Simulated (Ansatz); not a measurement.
# Ba2TiSnO6: complex band structure

Wanted: the relaxed cell of Ba2TiSnO6, its band edges and its decay constants. It is built by putting Sn for Zr in the Ba2ZrTiO6 structure of space group Fm-3m, with the volume rescaled by atomic radii. The parent structure comes from the Materials Project.

Program: Ansatz 0.2.0. Level of theory: r2SCAN DFT, plane waves, PAW files, in the first sound run; inputs show where later runs differ. Results are calculated unless marked as measured.

The structure was built from a prototype and need not be the compound's stable phase.

## 1. The structure

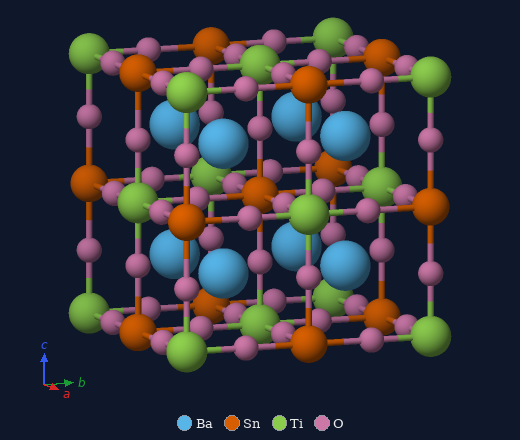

The starting structure, seen slightly off an axis (barium blue, tin orange, titanium green, oxygen pink). This picture shows the conventional cell, with its axes. Some periodic images of atoms are drawn too.

## 2. Cell and atoms at rest

The substituted atoms don't fit the parent's cell, so cell and atoms relax together. A small smearing keeps the run stable in case the gap closes on the way.

input.yaml

```yaml
crystal:
  lattice:
    - [0.0, 4.064574543, 4.064574543]
    - [4.064574543, 0.0, 4.064574543]
    - [4.064574543, 4.064574543, 0.0]
  atoms:
    - { symbol: Ba, position: [0.25, 0.25, 0.25] }
    - { symbol: Ba, position: [0.75, 0.75, 0.75] }
    - { symbol: Sn, position: [0.5, 0.5, 0.5] }
    - { symbol: Ti, position: [0.0, 0.0, 0.0] }
    - { symbol: O, position: [0.242518, 0.757482, 0.242518] }
    - { symbol: O, position: [0.242518, 0.242518, 0.757482] }
    - { symbol: O, position: [0.757482, 0.242518, 0.242518] }
    - { symbol: O, position: [0.757482, 0.242518, 0.757482] }
    - { symbol: O, position: [0.757482, 0.757482, 0.242518] }
    - { symbol: O, position: [0.242518, 0.757482, 0.757482] }
kpoints:
  mp_grid: { grid: [6, 6, 6] }
scf:
  occupations: { method: gaussian, width: 0.03 }
hamiltonian:
  xc: r2scan
output:
  forces: true
  stress: true
relax:
  f_tol: 0.02
  max_steps: 60
  cell: {}
```

The run is started by

```sh
$ ansatz run input.yaml --threads 2 --pin off --max-ram 4096MiB --backend cpu --events-out ev --progress --plain --runs-dir out
```

Numbers of over 12 decimals in the logs are rounded to 6 here.

What it wrote:

```text
Engine: ansatz 0.2.0, aarch64-unknown-linux-gnu
Pseudopotentials: kind: paw
Pseudopotential: Ba, paw, valence charge 10, recommended cutoff 500 eV (meta_gga), Ba.paw.azcp
Pseudopotential: Sn, paw, valence charge 14, recommended cutoff 500 eV (meta_gga), Sn.paw.azcp
Pseudopotential: Ti, paw, valence charge 12, recommended cutoff 500 eV (meta_gga), Ti.paw.azcp
Pseudopotential: O, paw, valence charge 6, recommended cutoff 500 eV (meta_gga), O.paw.azcp
Functional definition: r2SCAN
  parameter k0 = 0.174
  parameter k1 = 0.065
  parameter a1 = 4.9479
  exchange = r2scan_x(k0 = k0, k1 = k1, a1 = a1)
  correlation = r2scan_c
Crystal: 10 atoms, lattice volume = 134.300 Å³
Basis set: ecut = 500 eV, 3479 PW (Γ), exchange–correlation on 180×180×180 points (64 copies of the dense FFT grid, shifted against one another)
Bands: 51, of which v1, the nominal top of the filled ones, is band 41 counted from 1 (40 counted from 0)
Symmetry: 48 space group operations
Space group: Fm-3m (ITA 225), of the structure as read, at distance tolerance 5.1e-5 Å
k-points: 16 of 216
Non-local potential: Ba, projectors of the file, l = 0: 3, l = 1: 2, l = 2: 2, l = 3: 2
Non-local potential: Sn, projectors of the file, l = 0: 2, l = 1: 2, l = 2: 2, l = 3: 2
Non-local potential: Ti, projectors of the file, l = 0: 3, l = 1: 2, l = 2: 3, l = 3: 1
Non-local potential: O, projectors of the file, l = 0: 2, l = 1: 2, l = 2: 1
PAW form: soft (Blöchl's): semilocal exchange-correlation on the pseudo side does not see the compensation charge
PAW frozen core: Ba, regenerated for the run's functional (the file was generated under x = pbe(κ = 0.804, μ = 0.219515), c = pbe(β = 0.066725))
PAW frozen core: Sn, regenerated for the run's functional (the file was generated under x = pbe(κ = 0.804, μ = 0.219515), c = pbe(β = 0.066725))
PAW frozen core: Ti, regenerated for the run's functional (the file was generated under x = pbe(κ = 0.804, μ = 0.219515), c = pbe(β = 0.066725))
PAW frozen core: O, regenerated for the run's functional (the file was generated under x = pbe(κ = 0.804, μ = 0.219515), c = pbe(β = 0.066725))
PAW one-centre angular grid: Ba, 302 points (default); XC on 160 Gauss nodes
PAW one-centre angular grid: Sn, 590 points (default); XC on 249 of its mesh's 2787 points in the sphere
PAW one-centre angular grid: Ti, 590 points (default); XC on 160 Gauss nodes
PAW one-centre angular grid: O, 302 points (default); XC on 160 Gauss nodes
Initial density: superposition of atomic densities (neutral atoms: chi_scale 0, normalization atom), corrected by the library's trained network
Initial wavefunctions: pseudopotential atomic-orbital guess
Functional: x = r2scan, c = r2scan; τ floored in thin density (d = 2e-4 eV/Å³)
SCF iter   1: F=—  HF=-23896.974762 eV  |F-HF|=—  |Δ(HF+E_count)|=         —  Δρ=1.53e-2  dr2=3.94e-1  dr2_τ=4.19e-1  ethr=1.77e-3  ⟨swp⟩=9.0  Hψ=3973  notcnv=0  defer=2
preconditioner: auto → Resta (q_TF=auto, 2.513 Å⁻¹)  ε∞=4.0  [insulator: Δε(μ)=3.635 eV  Ē_g=15.959 eV  σ=0.030 eV  W_gap=1.00  n_scr=26 (ndim 8)  ℏωp=27.6 eV  f_vac=0.000  D(μ)=0.00/eV (n_scr^D=0)  ε∞_Penn≈4.0]
SCF iter   2: F=—  HF=-23897.220903 eV  |F-HF|=—  |Δ(HF+E_count)|=   2.46e-1  Δρ=7.53e-3  dr2=5.83e-2  dr2_τ=1.63e-2  ethr=4.81e-4  ⟨swp⟩=3.0  Hψ=1733  notcnv=0  defer=82
SCF iter   3: F=—  HF=-23897.213708 eV  |F-HF|=—  |Δ(HF+E_count)|=   7.20e-3  Δρ=3.51e-3  dr2=1.21e-2  dr2_τ=6.59e-4  ethr=7.11e-5  ⟨swp⟩=2.9  Hψ=1132  notcnv=0  defer=50
automatic band count: iteration 3 solves 49 bands in place of 51: the levels show a gap, and the empty bands left out lie too high to hold charge; the band table lists the bands solved (type scf.n_extra_bands for more)
SCF iter   4: F=—  HF=-23897.211347 eV  |F-HF|=—  |Δ(HF+E_count)|=   2.36e-3  Δρ=8.31e-4  dr2=6.25e-4  dr2_τ=7.32e-5  ethr=1.47e-5  ⟨swp⟩=2.0  Hψ=1232  notcnv=0  defer=50
SCF iter   5: F=—  HF=-23897.211324 eV  |F-HF|=—  |Δ(HF+E_count)|=   2.25e-5  Δρ=1.76e-4  dr2=4.93e-5  dr2_τ=6.01e-6  ethr=7.63e-7  ⟨swp⟩=2.3  Hψ=1173  notcnv=0  defer=50
SCF iter   6: F=—  HF=-23897.211404 eV  |F-HF|=—  |Δ(HF+E_count)|=   7.96e-5  Δρ=6.31e-5  dr2=5.81e-6  dr2_τ=2.40e-7  ethr=6.01e-8  ⟨swp⟩=2.0  Hψ=1170  notcnv=0  defer=50
SCF iter   7: F=-23897.211405 eV  HF=-23897.211405 eV  |F-HF|=1.72e-9  |Δ(HF+E_count)|=   9.35e-7  Δρ=7.69e-6  dr2=6.21e-8  dr2_τ=6.99e-9  ethr=1.22e-10  ⟨swp⟩=3.6  Hψ=3818  notcnv=0
SCF 1 converged in 7 iterations: F = -23897.211405 eV  dr2 = 6.21e-8
  greatest PAW one-centre occupation: 0.999 electrons in one spin orbital (limit 2), on the Ti atom at site 3 (counted from 0), in its partial waves of l = 0
relax step   1: F+E_penalty+E_count = -23897.21140458 eV  Δ(F+E_penalty+E_count) = +0.000e0 eV  max|allowed force component| = 4.405e-1 eV/Å  Δτ_max = 0.0000 Å  P = -0.253 GPa  Ω = 134.300 Å³  (7 SCF iters, dr2 threshold 1.00e-7 eV, accepted)
Crystal: 10 atoms, lattice volume = 133.583 Å³
Basis set: ecut = 500 eV, 3383 PW (Γ), exchange–correlation on 180×180×180 points (64 copies of the dense FFT grid, shifted against one another)
Initial density: handed on by an earlier stage of this run
Initial wavefunctions: those handed on with the density
iter 1 solved again at ethr=4.38e-6 eV; its pass at ethr=3.10e-3 eV (dr2=3.60e-3 eV) is discarded
SCF iter   1: F=—  HF=-23897.227001 eV  |F-HF|=—  |Δ(HF+E_count)|=         —  Δρ=1.95e-3  dr2=3.91e-3  dr2_τ=4.14e-2  ethr=4.38e-6  ⟨swp⟩=2.4  Hψ=3621  notcnv=0
automatic band count: iteration 1 solves 47 bands in place of 51: the levels show a gap, and the empty bands left out lie too high to hold charge; the band table lists the bands solved (type scf.n_extra_bands for more)
preconditioner: auto → Resta (q_TF=auto, 2.515 Å⁻¹)  ε∞=4.6  [insulator: Δε(μ)=3.472 eV  Ē_g=14.533 eV  σ=0.030 eV  W_gap=1.00  n_scr=26 (ndim 8)  ℏωp=27.6 eV  f_vac=0.000  D(μ)=0.00/eV (n_scr^D=0)  ε∞_Penn≈4.6]
SCF iter   2: F=—  HF=-23897.228402 eV  |F-HF|=—  |Δ(HF+E_count)|=   1.40e-3  Δρ=9.30e-4  dr2=5.27e-4  dr2_τ=1.73e-4  ethr=4.38e-6  ⟨swp⟩=2.1  Hψ=1339  notcnv=0
SCF iter   3: F=—  HF=-23897.228485 eV  |F-HF|=—  |Δ(HF+E_count)|=   8.35e-5  Δρ=5.15e-4  dr2=8.95e-5  dr2_τ=1.71e-5  ethr=6.42e-7  ⟨swp⟩=2.0  Hψ=1126  notcnv=0
SCF iter   4: F=—  HF=-23897.228527 eV  |F-HF|=—  |Δ(HF+E_count)|=   4.17e-5  Δρ=9.39e-5  dr2=5.77e-6  dr2_τ=1.04e-6  ethr=1.09e-7  ⟨swp⟩=2.0  Hψ=1220  notcnv=0
SCF iter   5: F=-23897.228529 eV  HF=-23897.228529 eV  |F-HF|=2.30e-7  |Δ(HF+E_count)|=   1.53e-6  Δρ=3.07e-5  dr2=6.24e-7  dr2_τ=1.01e-7  ethr=1.22e-9  ⟨swp⟩=5.0  Hψ=3037  notcnv=0
SCF 2 converged in 5 iterations: F = -23897.228529 eV  dr2 = 6.24e-7
relax step   2: F+E_penalty+E_count = -23897.22852889 eV  Δ(F+E_penalty+E_count) = -1.712e-2 eV  max|allowed force component| = 2.947e-2 eV/Å  Δτ_max = 0.0124 Å  P = +0.573 GPa  Ω = 133.583 Å³  energy of the carried Pulay correction = +2.514e-4 eV  (5 SCF iters, dr2 threshold 1.00e-6 eV, accepted)
Crystal: 10 atoms, lattice volume = 134.188 Å³
iter 1 solved again at ethr=2.45e-7 eV; its pass at ethr=3.10e-3 eV (dr2=2.01e-4 eV) is discarded
SCF iter   1: F=—  HF=-23897.227938 eV  |F-HF|=—  |Δ(HF+E_count)|=         —  Δρ=4.27e-4  dr2=2.07e-4  dr2_τ=1.36e-3  ethr=2.45e-7  ⟨swp⟩=2.8  Hψ=4001  notcnv=0
automatic band count: iteration 1 solves 49 bands in place of 51: the levels show a gap, and the empty bands left out lie too high to hold charge; the band table lists the bands solved (type scf.n_extra_bands for more)
preconditioner: auto → Resta (q_TF=auto, 2.513 Å⁻¹)  ε∞=4.3  [insulator: Δε(μ)=3.405 eV  Ē_g=15.141 eV  σ=0.030 eV  W_gap=1.00  n_scr=26 (ndim 8)  ℏωp=27.6 eV  f_vac=0.000  D(μ)=0.00/eV (n_scr^D=0)  ε∞_Penn≈4.3]
SCF iter   2: F=—  HF=-23897.229085 eV  |F-HF|=—  |Δ(HF+E_count)|=   1.15e-3  Δρ=2.02e-4  dr2=4.84e-5  dr2_τ=2.47e-6  ethr=2.45e-7  ⟨swp⟩=2.0  Hψ=1440  notcnv=0
SCF iter   3: F=—  HF=-23897.229084 eV  |F-HF|=—  |Δ(HF+E_count)|=   1.06e-6  Δρ=5.83e-5  dr2=2.91e-6  dr2_τ=3.50e-7  ethr=5.90e-8  ⟨swp⟩=2.0  Hψ=1072  notcnv=0
SCF iter   4: F=—  HF=-23897.229085 eV  |F-HF|=—  |Δ(HF+E_count)|=   1.20e-6  Δρ=4.99e-5  dr2=3.56e-6  dr2_τ=2.94e-7  ethr=1.00e-9  ⟨swp⟩=5.0  Hψ=3061  notcnv=0
SCF iter   5: F=-23897.229085 eV  HF=-23897.229085 eV  |F-HF|=9.99e-8  |Δ(HF+E_count)|=   6.00e-7  Δρ=1.03e-5  dr2=1.87e-7  dr2_τ=1.15e-8  ethr=1.00e-9  ⟨swp⟩=2.8  Hψ=3113  notcnv=0
SCF 3 converged in 5 iterations: F = -23897.229085 eV  dr2 = 1.87e-7
relax step   3: F+E_penalty+E_count = -23897.22908452 eV  Δ(F+E_penalty+E_count) = -5.556e-4 eV  max|allowed force component| = 9.443e-3 eV/Å  Δτ_max = 0.0011 Å  P = -0.196 GPa  Ω = 134.188 Å³  energy of the carried Pulay correction = +3.927e-5 eV  (5 SCF iters, dr2 threshold 8.20e-7 eV, accepted)
[...]
relax step   4: F+E_penalty+E_count = -23897.22924239 eV  Δ(F+E_penalty+E_count) = -1.579e-4 eV  max|allowed force component| = 2.206e-4 eV/Å  Δτ_max = 0.0003 Å  P = -0.001 GPa  Ω = 134.033 Å³  energy of the carried Pulay correction = +9.355e-5 eV  (4 SCF iters, dr2 threshold 9.65e-8 eV, accepted)
Initial wavefunctions: pseudopotential atomic-orbital guess (no wavefunctions were taken with the density)
iter 1 solved again at ethr=8.31e-8 eV; its pass at ethr=3.10e-3 eV (dr2=6.82e-5 eV) is discarded
SCF iter   1: F=—  HF=-23897.229039 eV  |F-HF|=—  |Δ(HF+E_count)|=         —  Δρ=7.65e-6  dr2=4.44e-8  dr2_τ=2.60e-8  ethr=8.31e-8  ⟨swp⟩=3.4  Hψ=6346  notcnv=0
preconditioner: auto → Resta (q_TF=auto, 2.514 Å⁻¹)  ε∞=4.1  [insulator: Δε(μ)=3.413 eV  Ē_g=15.699 eV  σ=0.030 eV  W_gap=1.00  n_scr=26 (ndim 8)  ℏωp=27.6 eV  f_vac=0.000  D(μ)=0.00/eV (n_scr^D=0)  ε∞_Penn≈4.1]
SCF iter   2: F=—  HF=-23897.229126 eV  |F-HF|=—  |Δ(HF+E_count)|=   8.71e-5  Δρ=3.97e-6  dr2=1.02e-8  dr2_τ=2.09e-9  ethr=5.42e-11  ⟨swp⟩=3.0  Hψ=1680  notcnv=0
SCF iter   3: F=—  HF=-23897.229126 eV  |F-HF|=—  |Δ(HF+E_count)|=   3.42e-9  Δρ=2.15e-6  dr2=4.51e-9  dr2_τ=8.26e-10  ethr=1.25e-11  ⟨swp⟩=2.0  Hψ=1104  notcnv=0
SCF iter   4: F=—  HF=-23897.229126 eV  |F-HF|=—  |Δ(HF+E_count)|=  3.06e-10  Δρ=5.83e-7  dr2=3.45e-10  dr2_τ=5.65e-11  ethr=5.49e-12  ⟨swp⟩=2.4  Hψ=1240  notcnv=0
SCF iter   5: F=-23897.229126 eV  HF=-23897.229126 eV  |F-HF|=3.64e-12  |Δ(HF+E_count)|=  1.49e-10  Δρ=1.60e-7  dr2=9.36e-12  dr2_τ=4.72e-12  ethr=1.00e-12  ⟨swp⟩=4.9  Hψ=3016  notcnv=0
SCF 5 converged in 5 iterations: F = -23897.229126 eV  dr2 = 9.36e-12
relax step   5: F+E_penalty+E_count = -23897.22912613 eV  Δ(F+E_penalty+E_count) = +1.163e-4 eV  max|allowed force component| = 1.876e-4 eV/Å  Δτ_max = 0.0000 Å  P = -0.000 GPa  Ω = 134.033 Å³  stress off target by 4.39e-4 GPa  SCF on the basis re-selected at this cell (its energy is not comparable with the rows above)  (5 SCF iters)
basis re-selected at this cell: Δ(F+E_penalty+E_count) = +1.163e-4 eV, ΔP = +0.001 GPa vs the last step (what re-selecting the basis moved, of the pressure what is left beyond the Pulay correction that the steps carried, after the strain that the cell walked since its last selection, with what the two solves' SCF thresholds leave and, on support functions, any second-order correction that the steps lacked; it is no m [...]
SCF converged after 5 iterations
Free energy (F): -23897.229126 eV
Harris-Foulkes:  -23897.229126 eV  (|F-HF|=3.64e-12)
Internal energy: -23897.229126 eV  (E = F + TS)
E sigma→0 (E₀):  -23897.229126 eV
Fermi energy:    11.656061 eV
--- Per-component energies (eV) ---
  E_band       = -220.411204
  E_kinetic    = 1864.742639
  E_local      = -4150.580712  (includes V_loc(G=0)·N_el)
  E_nonlocal   = 367.809094
  E_hartree    = 1825.607064
  E_xc         = -1227.357394
  E_vxc        = -1173.569537  (∫ρ·V_xc dr)
  E_paw        = -16688.734208  (= ΣΔE_a)
  E_vpaw       = -850.449450  (= ΣTr[D̂ρ^β])
  E_aug_tail   = 0.006035  (compensation charges beyond the density's cutoff)
  E_vtau       = 70.416607  (kinetic-family band-sum trace: ∫τ·v_τ [+ j·A + Jᵃ·Aᵃ] dr)
  E_ewald      = -5889.152694
  E_core_change = 0.431049  (= ΣΔE_core)
  E_smearing   = -0.000000  (= −TS)
  E_closure    = 0.000000  (closes the sum)
  Σ components = -23897.229126   (vs F -23897.229126, Δ=0.00e0)
--- Forces (eV/Å), atoms counted from 1 ---
  atom   1  Ba     0.00000000     0.00000000     0.00000000
  atom   2  Ba    -0.00000000    -0.00000000    -0.00000000
  atom   3  Sn     0.00000000     0.00000000    -0.00000000
  atom   4  Ti    -0.00000000     0.00000000     0.00000000
  atom   5  O      0.00000000    -0.00018759    -0.00000000
  atom   6  O     -0.00000000     0.00000000    -0.00018759
  atom   7  O     -0.00018759    -0.00000000     0.00000000
  atom   8  O     -0.00000000     0.00018759    -0.00000000
  atom   9  O      0.00000000    -0.00000000     0.00018759
  atom  10  O      0.00018759     0.00000000    -0.00000000
  max |Σ_I F_I| component: 1.82e-17 eV/Å
--- Stress (GPa, compression-positive) ---
       -0.000439       0.000000      -0.000000
       -0.000000      -0.000439      -0.000000
       -0.000000      -0.000000      -0.000439
  P = ⅓ Tr σ = -0.0004 GPa (-0.004 kbar)
--- Relaxed structure (4 steps of the walk, 4 accepted, 1 SCFs on fresh bases) ---
  F+E_penalty+E_count = -23897.22912613 eV   max|allowed force component| = 1.876e-4 eV/Å   (the final SCF, on the basis selected at the relaxed cell)
  cell:  # Å, volume = 134.0328 Å³
    - [0, 4.061879, 4.061879]
    - [4.061879, 0, 4.061879]
    - [4.061879, 4.061879, 0]
  atoms:
    - { symbol: Ba, position: [0.25, 0.25, 0.25] }
    - { symbol: Ba, position: [0.75, 0.75, 0.75] }
    - { symbol: Sn, position: [0.5, 0.5, 0.5] }
    - { symbol: Ti, position: [0, 1.0269656319276877e-19, 0] }
    - { symbol: O, position: [0.244147, 0.755853, 0.244147] }
    - { symbol: O, position: [0.244147, 0.244147, 0.755853] }
    - { symbol: O, position: [0.755853, 0.244147, 0.244147] }
    - { symbol: O, position: [0.755853, 0.244147, 0.755853] }
    - { symbol: O, position: [0.755853, 0.755853, 0.244147] }
    - { symbol: O, position: [0.244147, 0.755853, 0.755853] }
```

It took 29 s on 2 threads of Arm Neoverse V2, shared host; peak memory 0.91 GiB; 56 s of CPU time.

The steps of the relaxation:

```
step  energy less that of the first step (eV)  largest force component (eV/Å)  pressure (GPa)  volume (Å³)
   1                                   0.0000                          0.4405           -0.25       134.30
   2                                  -0.0171                          0.0295            0.57       133.58
   3                                  -0.0177                          0.0094           -0.20       134.19
   4                                  -0.0178                          0.0002            0.00       134.03
  5*                                  -0.0177                          0.0002            0.00       134.03
```

Relaxation steps marked * repeat the geometry before them on a plane-wave basis chosen anew for their cell, so energy and pressure can jump there.

Forces are held to the 48 operations that the run works with; a distortion that breaks them can't arise in this run.

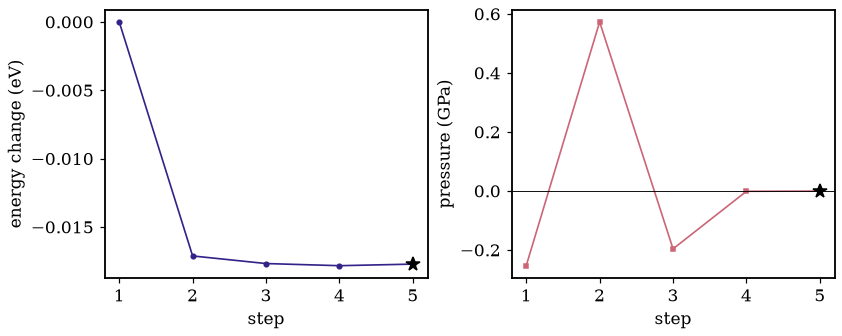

Energy and pressure along the relaxation. Stars mark steps on a basis chosen anew.

```
conventional cell, symmetrised  before  after  change
                         a (Å)   8.129  8.124  -0.1 %
                         b (Å)   8.129  8.124  -0.1 %
                         c (Å)   8.129  8.124  -0.1 %
              volume (Å³/atom)   13.43  13.40  -0.2 %
```

The atoms that moved most (Å, as changes of fractional coordinates times the final cell):

```
atom      dx      dy      dz  length
  O8   0.000  -0.013   0.000   0.013
  O9   0.000   0.000  -0.013   0.013
 O10  -0.013   0.000   0.000   0.013
  O6   0.000   0.000   0.013   0.013
  O7   0.013   0.000   0.000   0.013
  O5   0.000   0.013   0.000   0.013
```

Numbers from this step:

```yaml
free_energy: -23897.2291 eV
fermi_energy: 11.66 eV
pressure: -4.39e-4 GPa
```

The largest force component on a free atom ends at 1.9e-4 eV/Å.

[end of part 1 of 3]

[Logs are printed without paths, hosts, clocks, repeated set-up lines and the standing remarks that a program may print on its own settings, such as how far it seeks lower states.]

[Hosts, paths, dates, database ids (printed as entryN), source tags and the programs' standing remarks are cut or masked in the printed files.]
